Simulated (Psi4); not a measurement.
# C2H4Si (ethynylsilane): B2PLYP/6-311+G(d,p) (density fitting for correlation)

What is the vertical ionisation energy of C2H4Si (ethynylsilane) at B2PLYP/6-311+G** (density fitting for correlation)? 

Program for the calculation: Psi4 1.11.

2 further runs of the same task are left out: 2 set aside as unsound or not needed.

## (1) The molecule

C2H4Si has 7 atoms, charge 0, and is taken as a singlet. SMILES: `C#C[SiH3]`. Geometry: relaxed at PBE0-D4/def2-TZVP.

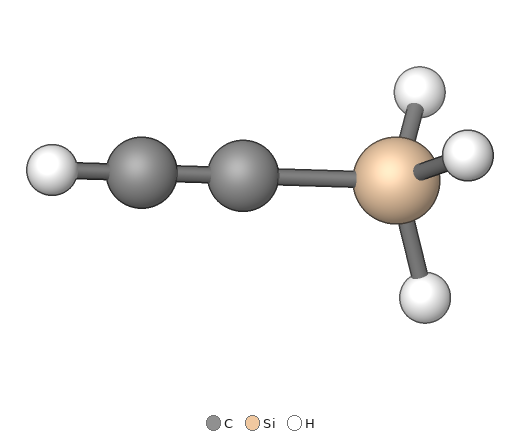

The structure, seen from a chosen angle (carbon grey, silicon light orange, hydrogen white).

## (2) A single-point energy at B2PLYP/6-311+G(d,p) (density fitting for correlation)

Contents of c2h4si.dat:

```
memory 1600 MB

molecule {
  0 1
  C     -0.580700    -1.871400     0.172200
  C     -0.218500    -0.726500     0.062400
  Si     0.329800     1.004300    -0.103800
  H     -0.901000    -2.883500     0.269300
  H     -0.094500     1.528300    -1.425000
  H     -0.281700     1.818100     0.974900
  H      1.807900     1.062900     0.004400
  symmetry c1
}

set basis 6-311+G**
set puream true
set e_convergence 1e-09
set d_convergence 1e-08
set scf_type pk
set dft_radial_points 99
set dft_spherical_points 590
set num_frozen_docc 7

E = energy('b2plyp')
print_variables()
```

Command:

```sh
$ psi4 c2h4si.dat c2h4si.out -n 1
```

c2h4si.out:

```text
[...]
  Running in c1 symmetry.
[...]
  Nuclear repulsion =   83.047890735857266
[...]
  Multiplicity = 1
[...]
  Nalpha       = 15
  Nbeta        = 15
[...]
    Number of basis functions: 98
[...]
   @RKS iter   1:  -367.58250381443224   -7.18489e-01   5.51660e-03 ADIIS/DIIS
[...]
   @RKS iter  10:  -367.72890788180825   -1.98952e-12   2.37427e-09 DIIS
[...]
    Orbital Energies [Eh]
    ---------------------
    Doubly Occupied:
       1A    -67.235539     2A    -10.629057     3A    -10.610735
       4A     -5.641244     5A     -3.896432     6A     -3.895476
       7A     -3.895476     8A     -0.873022     9A     -0.671009
      10A     -0.610012    11A     -0.472047    12A     -0.423194
      13A     -0.423175    14A     -0.341633    15A     -0.341630
[...]
  @RKS Final Energy:  -367.72890788180825
   => Energetics <=
    Nuclear Repulsion Energy =             83.0478907358572656
    One-Electron Energy =                -670.2677761805373393
    Two-Electron Energy =                 235.3509129764621548
    DFT Exchange-Correlation Energy =     -15.8599354135902608
    Empirical Dispersion Energy =           0.0000000000000000
    VV10 Nonlocal Energy =                  0.0000000000000000
    Total Energy =                       -367.7289078818082544
[...]
 Multipole Moments:
 ------------------------------------------------------------------------------------
     Multipole            Electronic (a.u.)      Nuclear  (a.u.)        Total (a.u.)
 ------------------------------------------------------------------------------------
 L = 1.  Multiply by 2.5417464519 to convert [e a0] to [Debye]
 Dipole X            :         -0.5349103            0.4931733           -0.0417370
 Dipole Y            :         -1.6885078            1.5559807           -0.1325272
 Dipole Z            :          0.1624521           -0.1496803            0.0127718
 Magnitude           :                                                    0.1395297
[...]
```

It took 13 s on 1 thread of Intel Xeon Platinum 8488C (Sapphire Rapids), shared host; peak memory 0.84 GiB.

## (3) The doublet cation at the same level

Contents of input.inp:

```
memory 1.6 GB

molecule m {
  1 2
  C     -0.580700    -1.871400     0.172200
  C     -0.218500    -0.726500     0.062400
  Si     0.329800     1.004300    -0.103800
  H     -0.901000    -2.883500     0.269300
  H     -0.094500     1.528300    -1.425000
  H     -0.281700     1.818100     0.974900
  H      1.807900     1.062900     0.004400
  symmetry c1
  no_reorient
  no_com
}

set globals {
  reference uks
  puream true
  e_convergence 1e-09
  d_convergence 1e-08
  scf_type pk
  dft_radial_points 99
  dft_spherical_points 590
  num_frozen_docc 7
  maxiter 100
}

E, wfn = energy('b2plyp/6-311+G**', return_wfn=True)
```

Command:

```sh
$ psi4 -n 1 input.inp input.out
```

input.out:

```text
[...]
  Running in c1 symmetry.
[...]
  Nuclear repulsion =   83.047890735857266
[...]
  Multiplicity = 2
[...]
  Nalpha       = 15
  Nbeta        = 14
[...]
    Number of basis functions: 98
[...]
   @UKS iter   1:  -367.18099268674644   -3.16973e-01   5.06923e-03 ADIIS/DIIS
[...]
   @UKS iter  17:  -367.35076130612987   -1.38698e-11   7.84210e-09 DIIS
[...]
   @S^2 Observed:                7.546999701E-01
[...]
    Orbital Energies [Eh]
    ---------------------
    Alpha Occupied:
       1A    -67.441260     2A    -10.964308     3A    -10.945872
       4A     -5.848582     5A     -4.104684     6A     -4.102251
       7A     -4.101619     8A     -1.221499     9A     -0.937039
      10A     -0.875072    11A     -0.714755    12A     -0.704107
      13A     -0.669605    14A     -0.611262    15A     -0.596434
    Alpha Virtual:
      16A     -0.229001    17A     -0.206171    18A     -0.133433
      19A     -0.113042    20A     -0.097549    21A     -0.087895
      22A     -0.083910    23A     -0.065633    24A     -0.051641
      25A     -0.048752    26A     -0.042275    27A     -0.039557
[...]
  @UKS Final Energy:  -367.35076130612987
   => Energetics <=
    Nuclear Repulsion Energy =             83.0478907358572656
    One-Electron Energy =                -662.6818246090524553
    Two-Electron Energy =                 228.0022305672396783
    DFT Exchange-Correlation Energy =     -15.7190580001742841
    Empirical Dispersion Energy =           0.0000000000000000
    VV10 Nonlocal Energy =                  0.0000000000000000
    Total Energy =                       -367.3507613061298684
[...]
 Multipole Moments:
 ------------------------------------------------------------------------------------
     Multipole            Electronic (a.u.)      Nuclear  (a.u.)        Total (a.u.)
 ------------------------------------------------------------------------------------
 L = 1.  Multiply by 2.5417464519 to convert [e a0] to [Debye]
 Dipole X            :         -1.1187679            0.6665064           -0.4522615
 Dipole Y            :         -1.4400933           -0.0026456           -1.4427389
 Dipole Z            :          0.4766894           -0.4195192            0.0571702
 Magnitude           :                                                    1.5130448
[...]
```

Wall time 29 s (1 thread of Intel Xeon Platinum 8488C (Sapphire Rapids), shared host); peak memory 0.85 GiB.

## (4) Summary of results

Level: B2PLYP/6-311+G** (density fitting for correlation), 7 core orbitals frozen.

| quantity | value |
| --- | --- |
| singlet C2H4Si: total energy | -367.85468 Eh |
| singlet C2H4Si: HOMO energy (SCF part's orbitals) | -9.30 eV |
| singlet C2H4Si: LUMO energy (SCF part's orbitals) | 0.60 eV |
| singlet C2H4Si: HOMO–LUMO gap (SCF part's orbitals) | 9.90 eV |
| doublet cation: total energy | -367.45918 Eh |
| doublet cation: HOMO energy (SCF part's orbitals) (highest over α and β) | -16.05 eV |
| doublet cation: LUMO energy (SCF part's orbitals) (lowest over α and β) | -11.33 eV |
| doublet cation: ⟨S²⟩ | 0.755 |
| vertical ionisation energy (to the doublet cation) | 10.762 eV |

Removing an electron at fixed nuclei costs 10.76 eV (1038 kJ/mol). The negative HOMO energy of the first species, 9.30 eV, lies 1.47 eV below that difference.
